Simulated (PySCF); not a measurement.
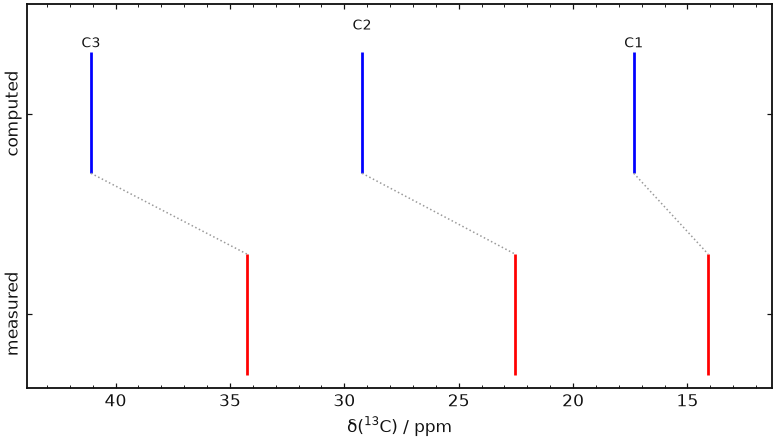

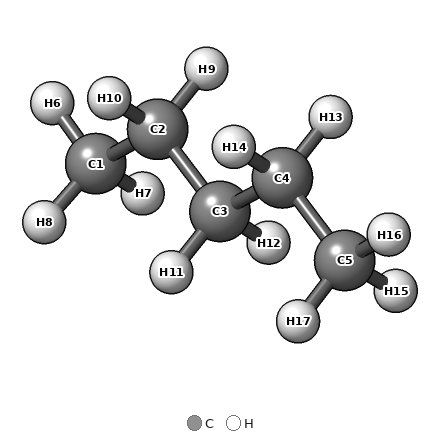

¹³C shifts of C₅H₁₂ (pentane), SMILES CCCCC against TMS: GIAO PBE0/pcSseg-2 (PySCF) for one gas-phase conformer (PBE0-D3(BJ)/def2-TZVP, like atoms averaged; labels name one atom of each set) above, published measurements (C6D5Cl) below; dotted lines join the same nuclei. Only nuclei with a measured value are shown, one named for each set of like atoms.

> Is the order of the signals reproduced?

Yes, no dotted lines cross.

> Give the values.

| nucleus | computed | measured |
| --- | --- | --- |
| C3 | 41.1 | 34.3 |
| C2 | 29.2 | 22.5 |
| C1 | 17.3 | 14.1 |
